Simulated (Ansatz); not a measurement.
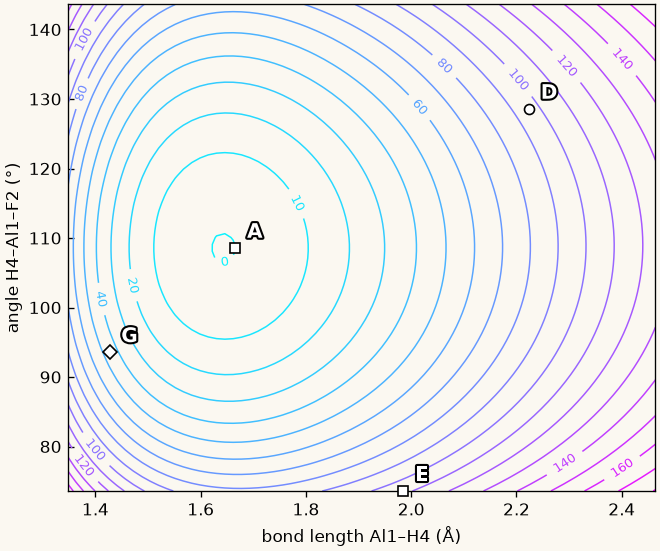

[AlFH3]-, charge −1. First axis: bond length Al1–H4. Second axis: angle H4–Al1–F2. Nothing is relaxed (all other coordinates rigid). The scan uses a 15 × 15 grid. Energies are in kJ/mol, from the lowest grid point. The reference is spin-restricted, which grows unreliable where a bond is stretched far. The calculation used RKS PBE0-D4/def2-TZVPD (Ansatz 0.2.0).

Drawn: contour lines labelled in kJ/mol, lettered points. Between grid points the surface is interpolated.

What kind of point is each of A, D, G: minimum, saddle, maximum or slope?

Answer. A: minimum; D: on a slope; G: on a slope. (In these two coordinates alone; a stationary point may lie a little off the grid point.)

Rank the lettered points by energy, lowest first.

Answer. A (0 kJ/mol), G (45 kJ/mol), D (96 kJ/mol), E (108 kJ/mol).
